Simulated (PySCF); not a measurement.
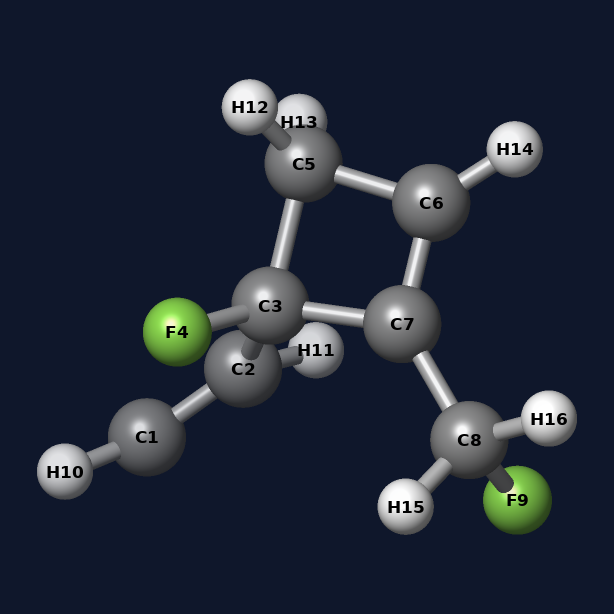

The species is neutral and a spin doublet. The geometry was computed by an optimisation with GFN2-xTB. No frequency run is at hand to confirm it as a minimum. Level of theory: UKS B3LYP, pcH-1 on C F H, non-relativistic (PySCF 2.14.0). Fermi-contact and spin-dipolar terms alone, no spin-orbit part.

Which nucleus has the largest dipolar (anisotropic) hyperfine coupling?

13C at C1: principal values −82.3, −60.5, 142.8 MHz.

List the isotropic and dipolar parts for the most strongly coupled nuclei, one of each equivalent set.

```json
{"atom": "C1", "isotope": "13C", "a_iso (MHz)": "312.3", "dipolar part (MHz)": "−82.3, −60.5, 142.8"}
{"atom": "H10", "isotope": "1H", "a_iso (MHz)": "35.7", "dipolar part (MHz)": "−32.7, −7.3, 40.0"}
{"atom": "C2", "isotope": "13C", "a_iso (MHz)": "−13.7", "dipolar part (MHz)": "−18.8, 2.2, 16.6"}
{"atom": "C3", "isotope": "13C", "a_iso (MHz)": "79.5", "dipolar part (MHz)": "−9.0, −8.8, 17.9"}
{"atom": "H11", "isotope": "1H", "a_iso (MHz)": "117.1", "dipolar part (MHz)": "−6.2, −5.3, 11.5"}
{"atom": "F4", "isotope": "19F", "a_iso (MHz)": "11.2", "dipolar part (MHz)": "−6.3, 0.2, 6.1"}
{"atom": "H13", "isotope": "1H", "a_iso (MHz)": "0.6", "dipolar part (MHz)": "−1.2, −1.1, 2.3"}
{"atom": "C6", "isotope": "13C", "a_iso (MHz)": "4.3", "dipolar part (MHz)": "−1.3, −0.7, 2.0"}
```
